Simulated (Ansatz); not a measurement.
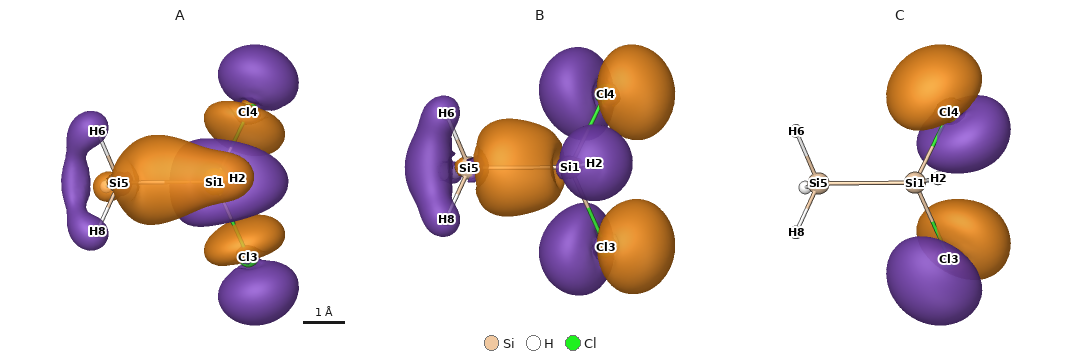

The picture shows: Cl₂H₄Si₂. Three frontier orbitals at ±0.08 Å⁻³ᐟ² (orange and purple are the two phases), in no order.

These are results of Ansatz, RKS PBE/6-31G, not measurements.

Input

```
crystal:
  periodic: [false, false, false]
  atoms:
    - { symbol: Si, position_ang: [0.0, 0.0, 0.0] }
    - { symbol: H, position_ang: [0.0, 0.0, 1.46] }
    - { symbol: Cl, position_ang: [2.0086, 0.0, -0.7093] }
    - { symbol: Cl, position_ang: [-1.0032, 1.7381, -0.7093] }
    - { symbol: Si, position_ang: [-1.0456, -1.8115, -0.7393] }
    - { symbol: H, position_ang: [-1.7029, -2.4846, 0.3772] }
    - { symbol: H, position_ang: [-2.0454, -1.4265, -1.7311] }
    - { symbol: H, position_ang: [-0.0777, -2.7173, -1.3511] }
basis:
  gaussian: { orbitals: "6-31G" }
hamiltonian:
  xc: pbe
relax:
  f_tol: 0.02
  max_steps: 40
output:
  orbitals: {}
```

Launched as:

```sh
ansatz run input.yaml --threads 1 --pin off --max-ram 2048MiB --backend cpu --events-out ev --progress --plain --runs-dir out
```

The fields are those of the run's last geometry, not of the input's.

### Which picture is the HOMO−1, the HOMO and the LUMO?

C is the HOMO−1 (−7.73 eV). By Hirshfeld shares it lies mainly on Cl3 (about 45 %) and Cl4 (about 45 %); largely a combination of lone pairs on Cl3 and Cl4. B is the HOMO (−7.35 eV). Its weight (Hirshfeld) is mainly on Cl3 (about 30 %), Cl4 (about 30 %), Si5 (about 15 %), Si1 (about 10 %) and H2 (about 5 %). A is the LUMO (−2.41 eV). It lies mainly on Si1 (about 40 %), Cl3 (about 20 %), Cl4 (about 20 %) and Si5 (about 10 %).

### What is the HOMO–LUMO gap?

4.94 eV between the orbital energies.
